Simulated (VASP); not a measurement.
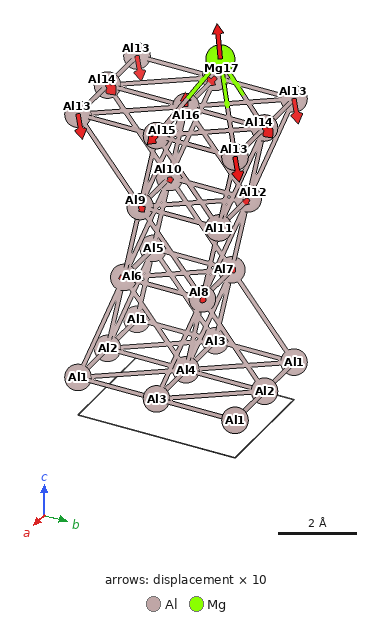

A relaxation of a slab of composition MgAl₁₆. The starting structure is drawn; red arrows show the displacements, magnified 10 times.

A ball-and-stick model of the cell of the calculation, outlined in the plane, without the vacuum, seen slightly off an axis.

The run lets the atoms move in a fixed cell. 4 atoms are held fixed.

Theory: Kohn-Sham DFT of a periodic cell, PBEsol, VASP PAW PBE potentials, recommended (VASP).

Input file:
```
PREC     = Accurate       # precision mode
ENCUT    = 520            # plane-wave cutoff, eV
EDIFF    = 1E-6           # SCF threshold, eV
ISMEAR   = -1             # smearing method
SIGMA    = 0.15           # smearing width, eV
LREAL    = Auto         
LASPH    = True           # aspherical terms in the spheres
NELM     = 100            # most SCF steps
ALGO     = Normal         # electronic algorithm
ISIF     = 2              # what is computed and relaxed
LWAVE    = False          # write WAVECAR
LCHARG   = False          # write CHGCAR
GGA      = PS             # functional
IBRION   = 2              # ionic algorithm
NSW      = 80             # ionic steps
EDIFFG   = -0.03          # ionic threshold
```

Launched with:
```bash
cat potpaw_PBE.64/Al/POTCAR potpaw_PBE.64/Mg/POTCAR > POTCAR
mpirun -np 1 vasp_std > vasp.out
```

> What did the optimiser do to the structure, and how much energy did it gain?

The atom that moves furthest is Mg17 (0.094 Å at 12° to the normal (+c side)). By element the largest moves are Mg 0.094 Å, Al 0.073 Å. The lattice vectors keep their values. Some distances before and after: Al13–Mg17 2.685 → 2.844 Å, Al14–Mg17 2.752 → 2.867 Å, Al15–Mg17 2.775 → 2.877 Å, Al13–Al14 2.864 → 2.931 Å. After 7 geometry steps the energy has fallen by 69.3 meV per cell of the calculation. The largest force component goes from 0.6 to 0.058 eV/Å.
